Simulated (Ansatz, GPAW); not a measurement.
# A 8-layer slab of Rh(100): converging a work function, part 2 of 3

Aim: the settings at which the work function of a 8-layer slab of Rh(100) stops moving.

GPAW 26.7.0 and Ansatz 0.2.0; Ansatz plane waves; slab in vacuum with a dipole correction, relaxation (the session's first sound run).

So far: Set-up; Relaxation.

## (2) Relaxation (continued)

The valence density, planar mean oscillates, so the rows of the table below give means over windows of 1.88 Å about each position, cut where the curve ends. Its maxima inside the range that stand out by 2 % of the span (Å: e/Å³): 9.0: 2.19, 10.9: 2.22, 12.8: 2.21, 14.6: 2.19, 16.7: 2.21, 18.5: 2.22, 20.4: 2.20, 22.3: 2.19. Its minima: 10.0: 0.441, 11.9: 0.438, 13.8: 0.434, 15.7: 0.415, 17.5: 0.421, 19.6: 0.416, 21.4: 0.470.

Table of valence density, planar mean by z; means over each step:

```tsv
z (Å)	valence density, planar mean (e/Å³)
4.70	6.5e-5
6.58	0.00858
8.46	1.02
10.34	1.24
12.22	1.24
14.10	1.24
15.98	1.21
17.86	1.20
19.74	1.20
21.62	1.27
23.50	0.397
25.38	0.00177
27.26	1.4e-5
```

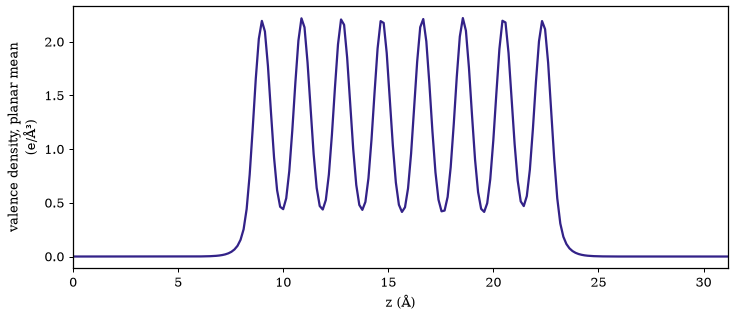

Valence density, planar mean against z.

The relaxation lowered the energy of the cell by 0.0205 eV.

## (3) The slab's potential

With the geometry fixed, the planar mean of the potential gives the vacuum level on each side.

This step: GPAW, PAW setups; slab in vacuum (GPAW 26.7.0).

Contents of run.py:

```python
import json
import numpy as np
from ase import Atoms
from gpaw import GPAW, PW

slab = Atoms(
    ['Rh', 'Rh', 'Rh', 'Rh', 'Rh', 'Rh', 'Rh', 'Rh'],
    positions=[
        [1.34350, 1.34350, 9.00000],
        [0.00000, 0.00000, 10.90000],
        [1.34350, 1.34350, 12.80000],
        [0.00000, 0.00000, 14.70000],
        [1.34350, 1.34350, 16.62931],
        [0.00000, 0.00000, 18.56283],
        [1.34350, 1.34350, 20.49631],
        [0.00000, 0.00000, 22.35180]],
    cell=[[2.68701, 0.0, 0.0], [0.0, 2.68701, 0.0], [0.0, 0.0, 31.3]],
    pbc=[True, True, False])

slab.calc = GPAW(mode=PW(400), xc='PBE', kpts={'size': (12, 12, 1), 'gamma': True},
                 occupations={'name': 'fermi-dirac', 'width': 0.1}, nbands='160%',
                 convergence={'density': 1e-05}, maxiter=200,
                 poissonsolver={'dipolelayer': 'xy'},
                 symmetry={'tolerance': 1e-3}, txt='slab.txt')
result = {}
energy = slab.get_potential_energy()
fermi = slab.calc.get_fermi_level()
v = slab.calc.get_electrostatic_potential().mean((0, 1)) - fermi
n = slab.calc.get_pseudo_density().mean((0, 1))
L = slab.cell[2, 2]
z = np.arange(len(v)) * L / len(v)
low, high = slab.positions[:, 2].min(), slab.positions[:, 2].max()
below, above = np.interp([low - 6.8, high + 6.8], z, v)
slopes = [np.interp(x, z, np.gradient(v, z)) for x in (low - 6.8, high + 6.8)]
eps = np.array([[slab.calc.get_eigenvalues(k, s) for k in range(len(slab.calc.get_ibz_k_points()))]
                for s in range(slab.calc.get_number_of_spins())]) - fermi
top, bottom = eps[eps < 0].max(), eps[eps > 0].min()
dipole = slab.get_dipole_moment()[2]
print(f'energy {energy:.4f} eV, Fermi level {fermi:.4f} eV, dipole {dipole:.5f} e A')
print(f'potential 6.8 A off the faces, from the Fermi level: lower {below:.4f} eV, upper {above:.4f} eV')
print(f'slope of the potential there: lower {slopes[0]:.5f}, upper {slopes[1]:.5f} eV/A')
print(f'nearest levels on the mesh: {top:.4f} and {bottom:.4f} eV')
print('magnetic moment', round(slab.get_magnetic_moment(), 3))
result.update(energy=energy, fermi=fermi, dipole=dipole, below=below, above=above, slopes=slopes, edges=[top, bottom],
              z=z.tolist(), v=v.tolist(), n=n.tolist(), positions=slab.positions.tolist(),
              forces=slab.get_forces(apply_constraint=False).tolist(), moments=slab.get_magnetic_moments().tolist())
json.dump(result, open('result.json', 'w'))
```

The run is started by

```bash
$ OMP_NUM_THREADS=1 OPENBLAS_NUM_THREADS=1 python run.py
```

Numbers of over 12 decimals in the logs are rounded to 6 here.

Output:

```text
energy -56.0677 eV, Fermi level 3.1753 eV, dipole -0.00044 e A
potential 6.8 A off the faces, from the Fermi level: lower 5.0294 eV, upper 5.0408 eV
slope of the potential there: lower -0.00005, upper 0.00002 eV/A
nearest levels on the mesh: -0.0017 and 0.0000 eV
magnetic moment 0.0
```

Wall time 16 min (1 thread of Intel Xeon at 2.60GHz (Ice Lake), shared host); peak memory 0.39 GiB.

Numbers from this step:

| Item | Value |
| --- | --- |
| dipole along the normal | -4.40e-4 e·Å |
| levels nearest the Fermi level on the mesh | -0.001732, 4.26e-5 eV from the Fermi level |
| upper work function | 5.041 eV |
| lower work function | 5.029 eV |

The electrostatic potential energy of an electron (without an applied field's), less the Fermi level, planar mean oscillates, so the rows of the table below give means over windows of 1.92 Å about each position, cut where the curve ends. Its maxima inside the range that stand out by 2 % of the span (Å: eV): 9.9: -2.88, 11.8: -3.17, 13.7: -3.15, 15.7: -2.76, 17.6: -2.74, 19.5: -2.79, 21.4: -3.43. Its minima: 9.0: -21.5, 10.9: -22.1, 12.8: -22.2, 14.7: -22.2, 16.6: -22.1, 18.5: -22.0, 20.5: -22.0, 22.4: -21.8.

Table of electrostatic potential energy of an electron (without an applied field's), less the Fermi level, planar mean by z; means over each step:

```tsv
z (Å)	electrostatic potential energy of an electron (without an applied field's), less the Fermi level, planar mean (eV)
0.96	5.03
2.88	5.03
4.80	5.03
6.72	4.69
8.64	-9.70
10.56	-11.7
12.48	-11.8
14.40	-11.8
16.32	-11.6
18.24	-11.6
20.16	-11.7
22.08	-11.5
24.00	3.24
25.92	5.03
27.84	5.04
29.76	5.04
```

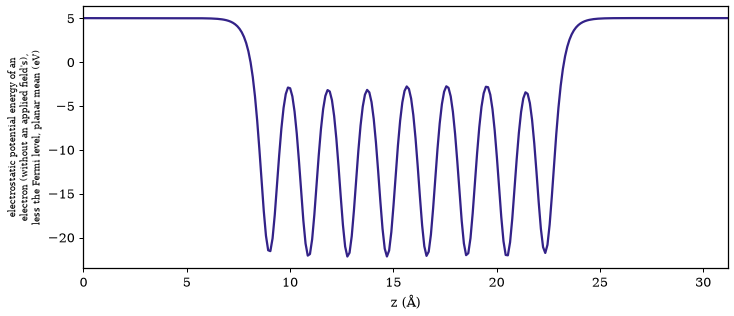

Electrostatic potential energy of an electron (without an applied field's), less the Fermi level, planar mean, plotted against z.

The pseudo valence density, planar mean oscillates, so the rows of the table below give means over windows of 1.92 Å about each position, cut where the curve ends. Its maxima inside the range that stand out by 2 % of the span (Å: e/Å³): 8.9: 2.22, 10.9: 2.25, 12.8: 2.27, 14.7: 2.27, 16.6: 2.27, 18.5: 2.26, 20.4: 2.24, 22.4: 2.26. Its minima: 10.0: 0.420, 11.9: 0.423, 13.8: 0.425, 15.8: 0.409, 17.7: 0.403, 19.6: 0.402, 21.5: 0.454.

Pseudo valence density, planar mean against z; means over each step:

```tsv
z (Å)	pseudo valence density, planar mean (e/Å³)
4.80	8.9e-5
6.72	0.0132
8.64	0.980
10.56	1.09
12.48	1.09
14.40	1.09
16.32	1.08
18.24	1.08
20.16	1.08
22.08	1.09
24.00	0.0781
25.92	4.6e-4
27.84	3.7e-6
```

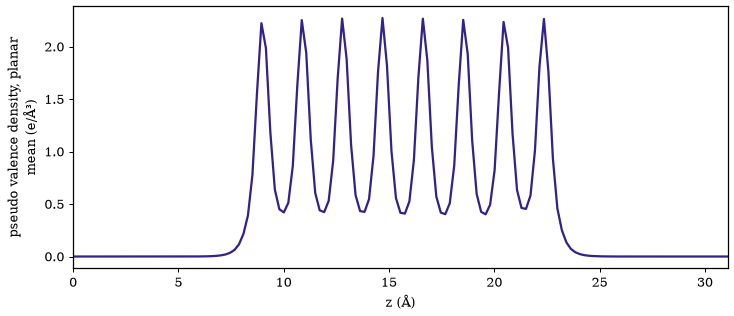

Pseudo valence density, planar mean, plotted against z.

Force by atom:

```tsv
atom	x (eV/Å)	y (eV/Å)	z (eV/Å)	size
Rh1	0.000	0.000	0.191	0.191
Rh2	0.000	0.000	-0.551	0.551
Rh3	0.000	0.000	-0.048	0.048
Rh4	0.000	0.000	0.311	0.311
Rh5	0.000	0.000	0.009	0.009
Rh6	0.000	0.000	-0.018	0.018
Rh7	0.000	0.000	-0.007	0.007
Rh8	0.000	0.000	0.106	0.106
```

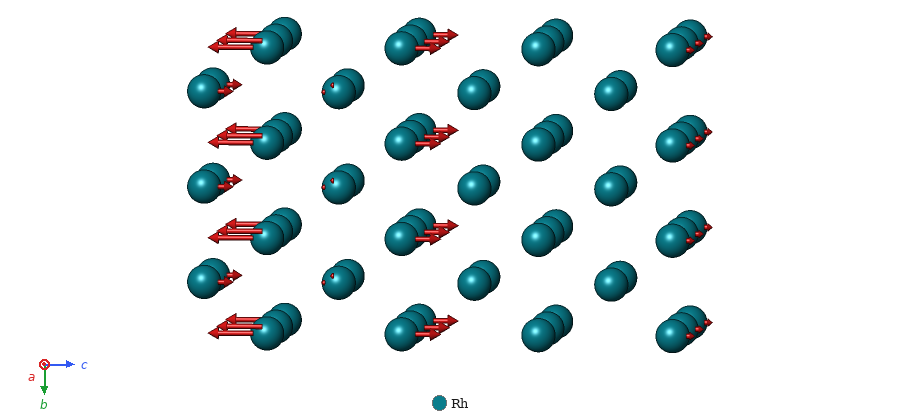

Force as arrows, the longest 0.551 eV/Å. 2×3×1 cells are drawn. Some periodic images of atoms are drawn too.

The potential is flat to 4.5e-5 eV/Å where it is read, so the vacuum is wide enough. The geometry is the other program's minimum; here the largest force on a free atom is 0.11 eV/Å.

## (4) Cutoff 200

The cutoff limits how sharply the smooth valence waves can vary, which tells mostly near the atoms.

run.py: that of step 3 with these lines changed.

```diff
@@ -19,3 +19,3 @@
 
-slab.calc = GPAW(mode=PW(400), xc='PBE', kpts={'size': (12, 12, 1), 'gamma': True},
+slab.calc = GPAW(mode=PW(200), xc='PBE', kpts={'size': (12, 12, 1), 'gamma': True},
                  occupations={'name': 'fermi-dirac', 'width': 0.1}, nbands='160%',
```

Output:

```text
energy -51.7628 eV, Fermi level 3.2052 eV, dipole 0.00031 e A
potential 6.8 A off the faces, from the Fermi level: lower 5.0584 eV, upper 5.0851 eV
slope of the potential there: lower 0.00033, upper 0.00249 eV/A
nearest levels on the mesh: -0.0090 and 0.0053 eV
magnetic moment 0.0
```

Elapsed: 4.7 min, on 1 thread; peak memory 0.22 GiB.

The run finished. A setting was moved off its sound value on purpose, so it serves as a test and not as the result.

The fault put into the input: a cutoff under that of the base run: the energy of the cell lies 4.3 eV from the base value (ecut = 200).

Side by side:

```tsv
quantity	this run	sound run	difference
upper work function (eV)	5.0851	5.0408	0.0443
lower work function (eV)	5.0584	5.0294	0.0290
```

The two runs differ clearly in the upper work function: 5.09 eV against 5.04 eV.

## (5) Cutoff 300

The cutoff limits how sharply the smooth valence waves can vary, which tells mostly near the atoms.

run.py: that of step 4 with these lines changed.

```diff
@@ -19,3 +19,3 @@
 
-slab.calc = GPAW(mode=PW(200), xc='PBE', kpts={'size': (12, 12, 1), 'gamma': True},
+slab.calc = GPAW(mode=PW(300), xc='PBE', kpts={'size': (12, 12, 1), 'gamma': True},
                  occupations={'name': 'fermi-dirac', 'width': 0.1}, nbands='160%',
```

Output:

```text
energy -54.1244 eV, Fermi level 3.1879 eV, dipole -0.00040 e A
potential 6.8 A off the faces, from the Fermi level: lower 5.0467 eV, upper 5.0570 eV
slope of the potential there: lower -0.00032, upper 0.00023 eV/A
nearest levels on the mesh: -0.0024 and 0.0062 eV
magnetic moment 0.0
```

Run time: 9.4 min. Hardware: 1 thread; peak memory 0.3 GiB.

The run finished. A setting was moved off its sound value on purpose, so it serves as a test and not as the result.

The fault put into the input: a cutoff under that of the base run: the energy of the cell lies 1.9 eV from the base value (ecut = 300).

The two runs compared:

```tsv
quantity	this run	sound run	difference
upper work function (eV)	5.0570	5.0408	0.0161
lower work function (eV)	5.0467	5.0294	0.0173
```

## (6) Cutoff 700: ecut = 700

The cutoff limits how sharply the smooth valence waves can vary, which tells mostly near the atoms.

run.py: that of step 5 with these lines changed.

```diff
@@ -19,3 +19,3 @@
 
-slab.calc = GPAW(mode=PW(300), xc='PBE', kpts={'size': (12, 12, 1), 'gamma': True},
+slab.calc = GPAW(mode=PW(700), xc='PBE', kpts={'size': (12, 12, 1), 'gamma': True},
                  occupations={'name': 'fermi-dirac', 'width': 0.1}, nbands='160%',
```

Output:

```text
energy -56.3628 eV, Fermi level 3.1730 eV, dipole -0.00040 e A
potential 6.8 A off the faces, from the Fermi level: lower 5.0279 eV, upper 5.0388 eV
slope of the potential there: lower 0.00000, upper -0.00009 eV/A
nearest levels on the mesh: -0.0001 and 0.0039 eV
magnetic moment 0.0
```

Run time: 36 min. Hardware: 1 thread; peak memory 0.73 GiB.

This step gave:

```yaml
dipole_along_the_normal: -4.03e-4 e·Å
levels_nearest_the_fermi_level_on_the_mesh: -1.07e-4, 0.003944 eV from the Fermi level
upper_work_function: 5.039 eV
lower_work_function: 5.028 eV
```

The electrostatic potential energy of an electron (without an applied field's), less the Fermi level, planar mean oscillates, so the rows of the table below give means over windows of 1.92 Å about each position, cut where the curve ends. Its maxima inside the range that stand out by 2 % of the span (Å: eV): 9.9: -2.81, 11.8: -3.16, 13.8: -3.16, 15.7: -2.75, 17.6: -2.71, 19.6: -2.75, 21.4: -3.39. Its minima: 9.0: -21.6, 10.9: -22.1, 12.9: -21.8, 14.8: -21.9, 16.6: -22.1, 18.6: -22.1, 20.5: -22.1, 22.3: -21.7.

Electrostatic potential energy of an electron (without an applied field's), less the Fermi level, planar mean against z; means over each step:

```tsv
z (Å)	electrostatic potential energy of an electron (without an applied field's), less the Fermi level, planar mean (eV)
0.96	5.03
2.88	5.03
4.80	5.03
6.72	4.69
8.64	-9.69
10.56	-11.7
12.48	-11.8
14.40	-11.8
16.32	-11.6
18.24	-11.6
20.16	-11.7
22.08	-11.5
24.00	3.24
25.92	5.03
27.84	5.04
29.76	5.04
```

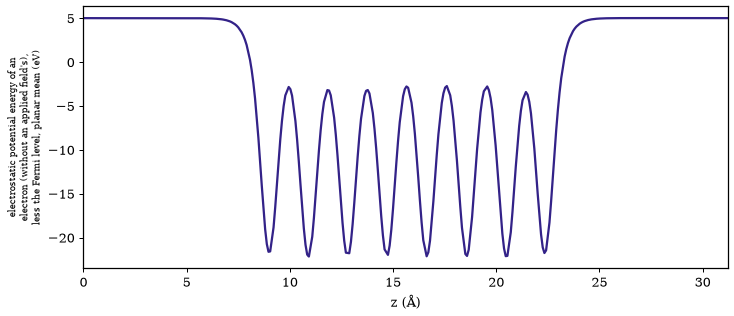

Electrostatic potential energy of an electron (without an applied field's), less the Fermi level, planar mean against z.

The pseudo valence density, planar mean oscillates, so the rows of the table below give means over windows of 1.96 Å about each position, cut where the curve ends. Its maxima inside the range that stand out by 2 % of the span (Å: e/Å³): 9.0: 2.25, 10.9: 2.27, 12.9: 2.20, 14.7: 2.26, 16.6: 2.27, 18.6: 2.27, 20.5: 2.25, 22.3: 2.26. Its minima: 9.9: 0.417, 11.9: 0.419, 13.7: 0.419, 15.7: 0.399, 17.6: 0.396, 19.6: 0.399, 21.4: 0.448.

Table of pseudo valence density, planar mean by z; means over each step:

```tsv
z (Å)	pseudo valence density, planar mean (e/Å³)
4.90	1.2e-4
6.86	0.0197
8.82	1.01
10.78	1.07
12.74	1.07
14.70	1.07
16.66	1.07
18.62	1.07
20.58	1.08
22.54	1.01
24.50	0.0195
26.46	1.2e-4
```

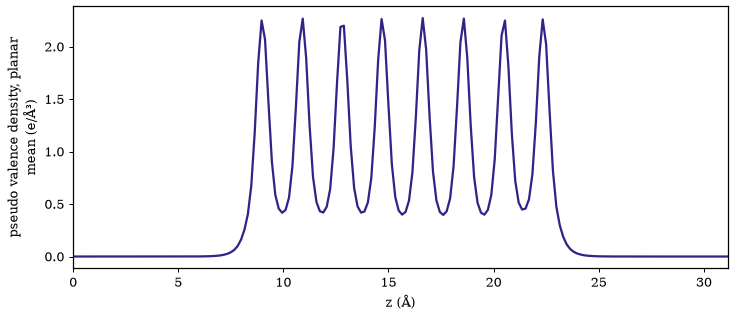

Pseudo valence density, planar mean against z.

Force by atom:

```tsv
atom	x (eV/Å)	y (eV/Å)	z (eV/Å)	size
Rh1	0.000	0.000	0.201	0.201
Rh2	0.000	0.000	-0.546	0.546
Rh3	0.000	0.000	-0.047	0.047
Rh4	0.000	0.000	0.309	0.309
Rh5	0.000	0.000	0.010	0.010
Rh6	0.000	0.000	-0.015	0.015
Rh7	0.000	0.000	-0.003	0.003
Rh8	0.000	0.000	0.098	0.098
```

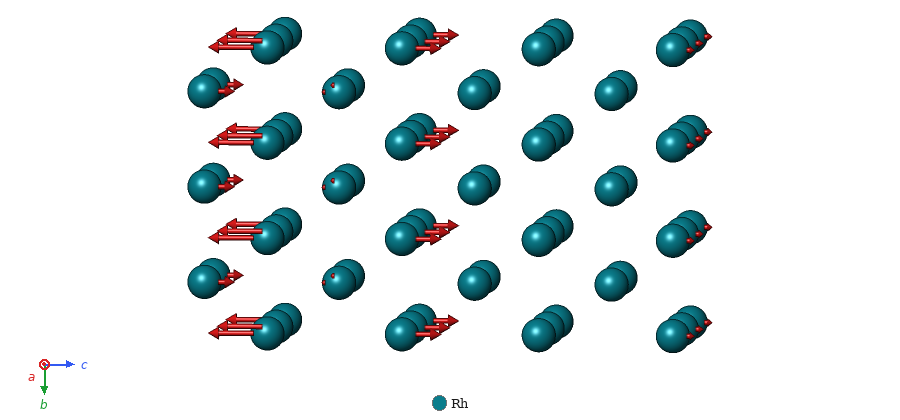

Force as arrows, the longest 0.546 eV/Å. 2×3×1 cells are drawn. Some periodic images of atoms are drawn too.

The upper face's work function is 5.039 eV, against 5.041 eV in the first plane-wave PBE run at this geometry.

## (7) K mesh 4×4

The mesh in the plane samples the bands: a metal's Fermi level needs it dense, and band edges must lie on it.

run.py: that of step 6 with these lines changed.

```diff
@@ -19,3 +19,3 @@
 
-slab.calc = GPAW(mode=PW(700), xc='PBE', kpts={'size': (12, 12, 1), 'gamma': True},
+slab.calc = GPAW(mode=PW(400), xc='PBE', kpts={'size': (4, 4, 1), 'gamma': True},
                  occupations={'name': 'fermi-dirac', 'width': 0.1}, nbands='160%',
```

Output:

```text
energy -57.2484 eV, Fermi level 3.1794 eV, dipole -0.00065 e A
potential 6.8 A off the faces, from the Fermi level: lower 5.0044 eV, upper 5.0212 eV
slope of the potential there: lower -0.00005, upper 0.00002 eV/A
nearest levels on the mesh: -0.0092 and 0.1041 eV
magnetic moment 0.0
```

It took 3 min on 1 thread; peak memory 0.25 GiB.

The run finished with changed settings (kpts = [4, 4]); it serves as a test.

The two runs compared:

```tsv
quantity	this run	sound run	difference
upper work function (eV)	5.0212	5.0408	-0.0196
lower work function (eV)	5.0044	5.0294	-0.0250
```

## (8) K mesh 7×7

The mesh in the plane samples the bands: a metal's Fermi level needs it dense, and band edges must lie on it.

run.py: that of step 7 with these lines changed.

```diff
@@ -19,3 +19,3 @@
 
-slab.calc = GPAW(mode=PW(400), xc='PBE', kpts={'size': (4, 4, 1), 'gamma': True},
+slab.calc = GPAW(mode=PW(400), xc='PBE', kpts={'size': (7, 7, 1), 'gamma': True},
                  occupations={'name': 'fermi-dirac', 'width': 0.1}, nbands='160%',
```

Output:

```text
energy -56.2718 eV, Fermi level 3.1413 eV, dipole -0.00045 e A
potential 6.8 A off the faces, from the Fermi level: lower 5.0904 eV, upper 5.1022 eV
slope of the potential there: lower -0.00008, upper -0.00001 eV/A
nearest levels on the mesh: -0.0072 and 0.0476 eV
magnetic moment 0.0
```

It took 6.6 min on 1 thread; peak memory 0.27 GiB.

The run finished with changed settings (kpts = [7, 7]); it serves as a test.

Side by side:

```tsv
quantity	this run	sound run	difference
upper work function (eV)	5.1022	5.0408	0.0613
lower work function (eV)	5.0904	5.0294	0.0610
```

One result that differs is the upper work function, 5.10 eV against 5.04 eV.

## (9) K mesh 18×18: kpts = [18, 18]

The mesh in the plane samples the bands: a metal's Fermi level needs it dense, and band edges must lie on it.

run.py: that of step 8 with these lines changed.

```diff
@@ -19,3 +19,3 @@
 
-slab.calc = GPAW(mode=PW(400), xc='PBE', kpts={'size': (7, 7, 1), 'gamma': True},
+slab.calc = GPAW(mode=PW(400), xc='PBE', kpts={'size': (18, 18, 1), 'gamma': True},
                  occupations={'name': 'fermi-dirac', 'width': 0.1}, nbands='160%',
```

Output:

```text
energy -56.0772 eV, Fermi level 3.1663 eV, dipole -0.00036 e A
potential 6.8 A off the faces, from the Fermi level: lower 5.0450 eV, upper 5.0546 eV
slope of the potential there: lower -0.00008, upper -0.00002 eV/A
nearest levels on the mesh: -0.0061 and 0.0005 eV
magnetic moment 0.0
```

The job ended after 33 min (1 thread; peak memory 0.58 GiB).

Numbers from this step:

```
dipole along the normal                    : -3.62e-4 e·Å
levels nearest the Fermi level on the mesh : -0.006066, 4.88e-4 eV from the Fermi level
upper work function                        : 5.055 eV
lower work function                        : 5.045 eV
```

The upper face's work function is 5.055 eV, against 5.041 eV in the first plane-wave PBE run at this geometry.

## (10) Scheme Fermi-Dirac, smearing 0.3

Smearing changes the occupations near the Fermi level, and with them the level itself. Smearing helps the SCF of a metal converge, but it blurs occupations at band edges near the Fermi level.

run.py: that of step 9 with these lines changed.

```diff
@@ -19,4 +19,4 @@
 
-slab.calc = GPAW(mode=PW(400), xc='PBE', kpts={'size': (18, 18, 1), 'gamma': True},
-                 occupations={'name': 'fermi-dirac', 'width': 0.1}, nbands='160%',
+slab.calc = GPAW(mode=PW(400), xc='PBE', kpts={'size': (12, 12, 1), 'gamma': True},
+                 occupations={'name': 'fermi-dirac', 'width': 0.3}, nbands='160%',
                  convergence={'density': 1e-05}, maxiter=200,
```

Output:

```text
energy -56.1269 eV, Fermi level 3.1979 eV, dipole -0.00014 e A
potential 6.8 A off the faces, from the Fermi level: lower 4.9963 eV, upper 5.0004 eV
slope of the potential there: lower -0.00008, upper 0.00002 eV/A
nearest levels on the mesh: -0.0001 and 0.0088 eV
magnetic moment 0.0
```

Elapsed: 14 min, on 1 thread; peak memory 0.39 GiB.

Numbers from this step:

```yaml
dipole_along_the_normal: -1.45e-4 e·Å
levels_nearest_the_fermi_level_on_the_mesh: -1.00e-4, 0.008816 eV from the Fermi level
upper_work_function: 5.000 eV
lower_work_function: 4.996 eV
```

(Continued in part 3 of 3.)

[Logs are printed without paths, hosts, clocks, repeated set-up lines and the standing remarks that a program may print on its own settings, such as how far it seeks lower states.]

[Hosts, paths, dates, database ids (printed as entryN), source tags and the programs' standing remarks are cut or masked in the printed files.]
